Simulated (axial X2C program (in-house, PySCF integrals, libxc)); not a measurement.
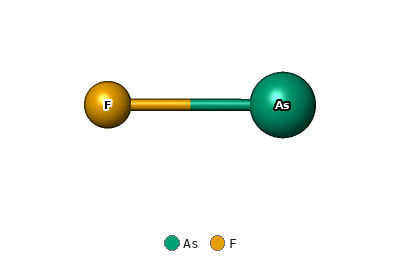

The molecule at the reference distance of 1.842 Å.

## Relativistic diatomic calculation, with input and output: AsF⁻

AsF⁻, single determinant with Ω = 3/2. Computed at this level: PBE0, two-component X2C with atomic mean-field Coulomb and Gaunt terms, As dyall-acv3z, F dyall-av3z (cores contracted) (axial X2C program (in-house, PySCF integrals, libxc)).

## Input
```
{"zs": [33, 9], "q": -1, "bas": ["dyall-acv3z", "dyall-av3z"], "levels": ["PBE0", "HF", "PBE"], "cc": true, "r0": 1.85, "thr": -2.0, "nmax": 90, "npts": 10, "nst": 2, "ntry": 6}
```

The line is the task of a batch: nuclear charges, charge, bases, the levels to run, a first guess of the distance and further settings. This report covers PBE0 with spin-orbit coupling. The log is that of the reference distance 1.842 Å.

Launched within a batch (the task file carries these settings):
```bash
python <driver script> task.json out
```

## Output
```
two-component X2C + atomic mean field  PBE0
basis functions 173  fitting functions 939  grid points 5078
iter        total energy     max residual
   1      -2359.579060230     5.04e-01
   2      -2359.721810234     3.38e-03
   3      -2359.721960813     1.23e-03
   4      -2359.721968079     5.98e-04
   5      -2359.721975678     3.28e-04
   6      -2359.721976235     2.36e-04
   7      -2359.721976472     2.67e-05
   8      -2359.721976480     7.47e-06
converged
one-electron -3464.67876022  Coulomb 1115.08671545  exact exchange -23.20253800  xc functional -71.43898912  nuclear repulsion 85.32336137  atomic mean-field constant -0.81176596
```

## The points of the curve

```csv
R (Å),E (hartree),"dipole (D; origin at the first atom, positive when the second is positive)",highest filled (eV),lowest empty (eV)
1.603,−2359.696800,−0.25,1.20,2.95
1.676,−2359.711874,−0.82,1.10,2.90
1.732,−2359.718129,−1.25,1.03,2.86
1.787,−2359.721229,−1.68,0.95,2.81
1.842,−2359.721976,−2.10,0.87,2.76
1.907,−2359.720664,−2.58,0.77,2.69
1.971,−2359.717689,−3.06,0.68,2.62
2.054,−2359.712257,−3.66,0.55,2.53
2.155,−2359.704246,−4.38,0.40,2.41
2.303,−2359.691852,−5.40,0.20,2.26
```

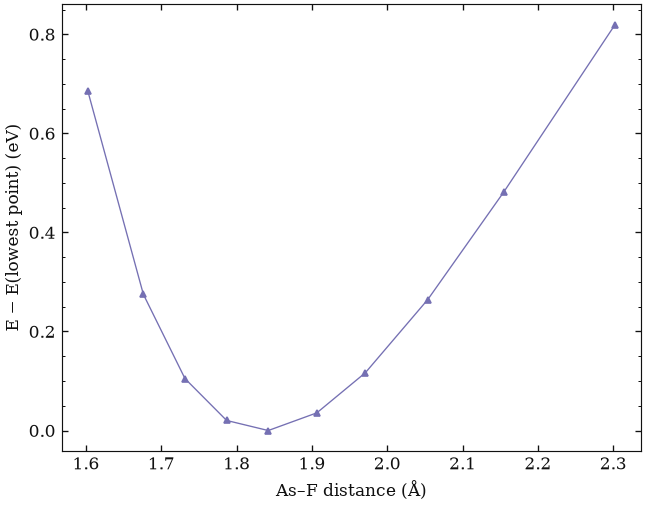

Energy at 10 bond lengths, for one set of occupations held fixed; the line joins the points. A polynomial of degree 6 through 9 points gives rₑ = 1.835 Å, ωₑ = 537.5 cm⁻¹, ωₑxₑ = 3.2 cm⁻¹ and Bₑ = 0.3303 cm⁻¹. The minimum lies 1.86 eV below As + F⁻, each computed as one determinant at the same level.

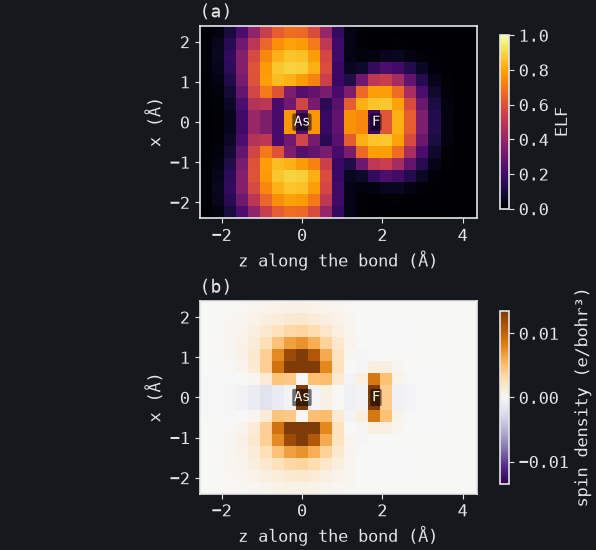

(a) electron localisation function; (b) spin density, in a plane that holds the axis, at 1.84 Å, on points 0.3 Å apart (one half computed, the other mirrored); the structure near the nuclei is finer than these points.

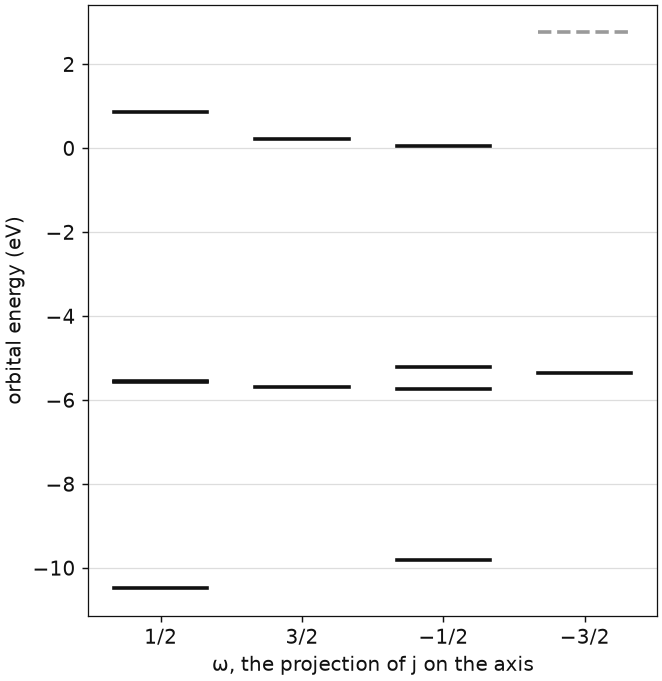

Orbital energies near the frontier at 1.84 Å, filled (solid) and empty (dashed). The highest filled spinor (1/2; 86 % As p, 8 % F p) lies at 0.87 eV, the lowest empty one (−3/2; 88 % As p, 7 % F p) at 2.76 eV. A filled level above zero is held only by the finite basis .

## Summary

| quantity | value |
| --- | --- |
| outcome | converged; a filled level lies above zero |
| bond length rₑ | 1.835 Å |
| ωₑ | 537.5 cm⁻¹ |
| energy at the minimum | −2359.72199 hartree |
| depth below the fragments | 1.86 eV |
| hardware | 1 thread of Arm Neoverse V1, 24 GiB of memory available, shared host |
| wall time | 11 s |
| peak memory | 0.81 GiB |

## Remarks

The highest filled level (PBE0, up to 1.20 eV) lies above zero. That is common for anions, where the functional's self-interaction leaves the outer electrons unbound; only the finite basis holds them, so such levels depend on it.
